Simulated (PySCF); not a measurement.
H4P (cation, charge +1), SMILES [PH4+] at its CAM-B3LYP/def2-SVP optimised geometry (Å):

```
5

P     -0.4686    -0.3313     0.0000
H     -0.9372    -0.9940    -1.1478
H     -0.9372    -0.9940     1.1478
H     -0.9372     0.9940     0.0000
H      0.9372    -0.3313     0.0000
```

Calculation: CAM-B3LYP/def2-TZVP (PySCF). Cells within 0.4 Å of a nucleus heavier than hydrogen are left out (blank, or x).

Map of the Laplacian of the electron density (e/bohr⁵), clipped to [-1.50, 1.50] on the plane z = 0.0 Å:

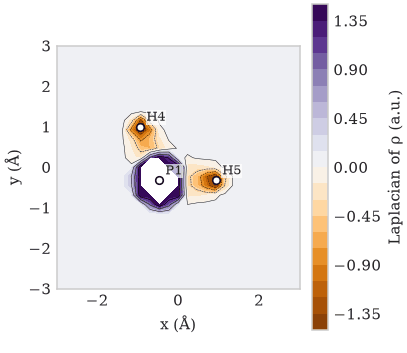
Figure. Laplacian of the electron density (e/bohr⁵), clipped to [-1.50, 1.50] on the plane z = 0.0 Å.
